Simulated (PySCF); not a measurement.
| atom | x (Å) | y (Å) | z (Å) |
| --- | --- | --- | --- |
| C | 2.2665 | 0.7657 | 0.1333 |
| C | 1.9006 | -0.6752 | 0.4326 |
| S | 1.0004 | -1.4953 | -0.9296 |
| C | -0.4805 | -0.4742 | -1.0942 |
| C | -1.4435 | -0.5913 | 0.0822 |
| C | -2.4127 | 0.6080 | -0.0141 |
| O | -1.8142 | 1.7836 | -0.0182 |
| H | 2.9439 | 1.1330 | 0.9016 |
| H | 1.3864 | 1.4044 | 0.1274 |
| H | 2.7648 | 0.8396 | -0.8308 |
| H | 2.7913 | -1.2903 | 0.5583 |
| H | 1.2907 | -0.7521 | 1.3327 |
| H | -0.9517 | -0.8013 | -2.0206 |
| H | -0.1845 | 0.5729 | -1.1924 |
| H | -1.9836 | -1.5382 | 0.0664 |
| H | -0.8917 | -0.5120 | 1.0201 |
| H | -3.0980 | 0.5454 | 0.8628 |
| H | -3.0930 | 0.4836 | -0.8891 |

Geometry: GFN2-xTB.

Theory: UKS B3LYP, pcH-1 on C H O S, non-relativistic, mean-field spin-orbit, GIAO (PySCF 2.14.0, density-fitted response routines).

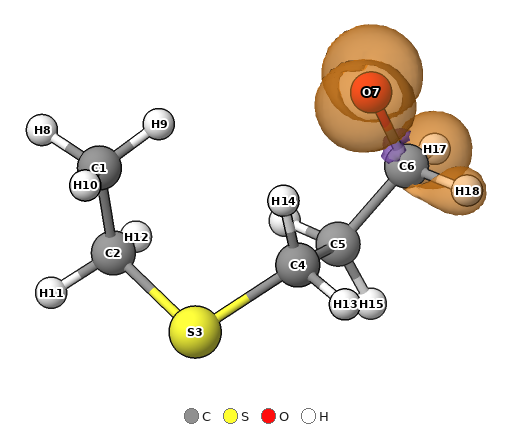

C₅H₁₁OS (SMILES CCSCCC[O]) (doublet). Isosurfaces of the spin density at +0.04 (orange) and −0.04 e/Å³ (purple), seen at a tilt.

Q: Where is the unpaired spin?

A: The unpaired spin (1 electron) lies mostly on O7 (about 0.7) and H17 (about 0.1), in electrons by Hirshfeld's partition.
